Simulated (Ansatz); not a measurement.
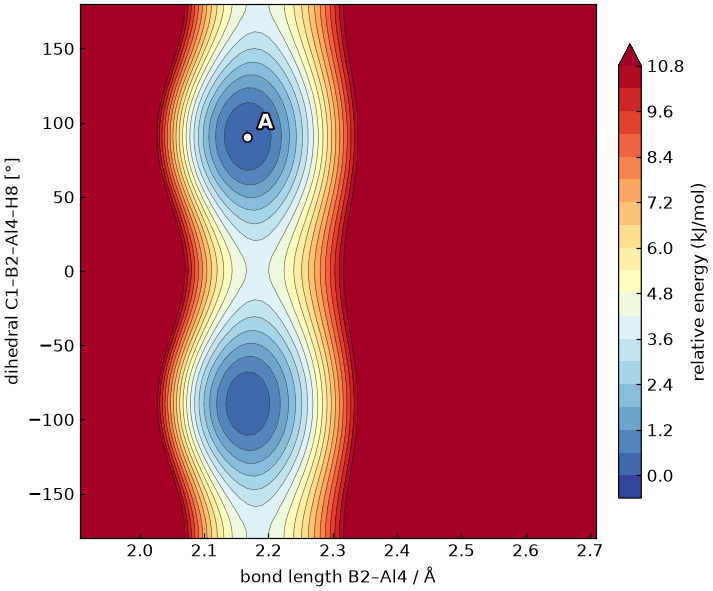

CH₅AlBF, SMILES C[B](F)[AlH2]. First axis: bond length B2–Al4. Second axis: dihedral C1–B2–Al4–H8. Nothing is relaxed (all other coordinates rigid). The scan uses a 9 × 10 grid. Energies: kJ/mol, counted from the relaxed molecule at the same level. These are results of Ansatz, RKS PBE0-D4/def2-TZVP, not measurements.

In the figure: filled contours, one colour for all values above the top of the scale, the point A. Between grid points the surface is interpolated.

### What is the easiest way out of the well at A, and how high is the barrier?

The easiest path leads from the well at about bond length B2–Al4 = 2.17 Å, dihedral C1–B2–Al4–H8 = 90° to the well at about bond length B2–Al4 = 2.17 Å, dihedral C1–B2–Al4–H8 = −90°, about 0.078 kJ/mol higher (on a rigid scan; wells that are mirror images or exchange like atoms can differ by this much). Its highest point lies about 4.1 kJ/mol above the bottom of the first well on the interpolated surface, at about bond length B2–Al4 = 2.18 Å, dihedral C1–B2–Al4–H8 = −180°. The start is the relaxed structure and all else is held, so a fully relaxed path at this level can only be lower.

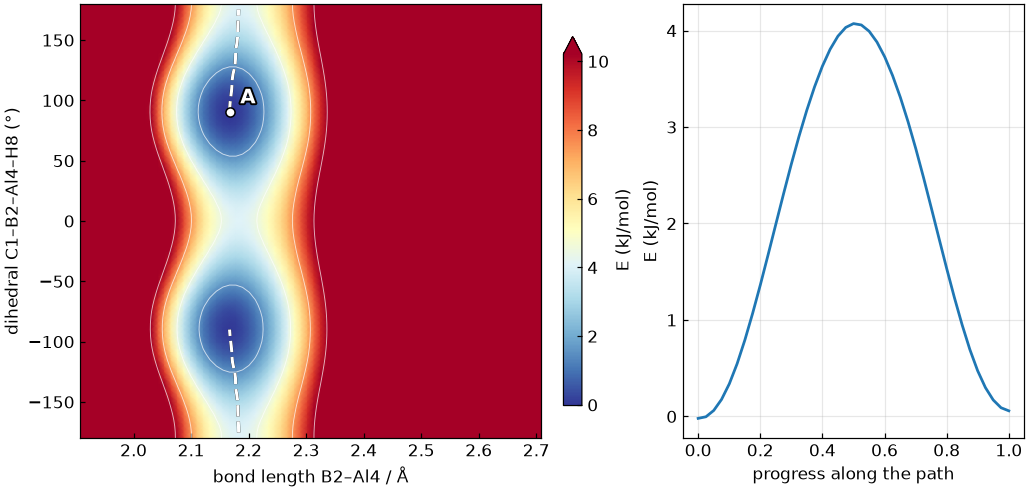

In the figure: a smooth colour map with a few white contour lines, a line along the lowest path, one colour for all values above the top of the scale, the energy along the path at the right. Between grid points the surface is interpolated.
